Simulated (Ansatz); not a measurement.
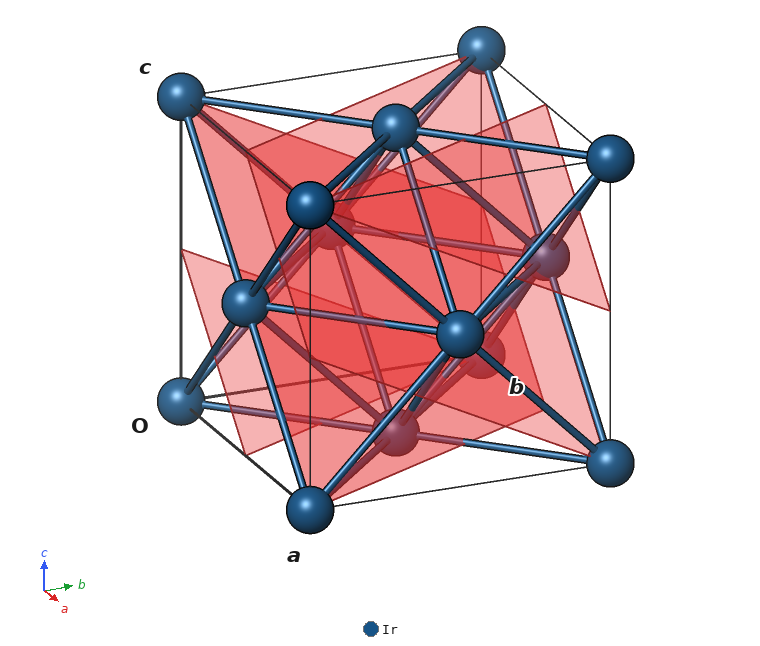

Every member of one family of equally spaced planes, hx + ky + lz = a whole number, that cuts the unit cell is shaded (one member passes through the origin O, touching the cell only at an edge or corner). Crystal: Ir, the geometry relaxed with DFT, RPBE, plane waves (420 eV) with PAW, scalar-relativistic in Ansatz. All values are computed from the atomic coordinates in the standard setting (tolerance 0.002 Å).

a = 3.887 Å, b = 3.887 Å, c = 3.887 Å, α = 90.00°, β = 90.00°, γ = 90.00°.

Which (hkl) family is drawn?

(2 1 2); the opposite sign names the same planes. The member next to the origin meets the axes a at 1/2, b at 1, c at 1/2.

What is the spacing?

d = 1.296 Å.

Which atoms of the cell lie in these planes (within 0.03 Å)?

2 of the 4 Ir.
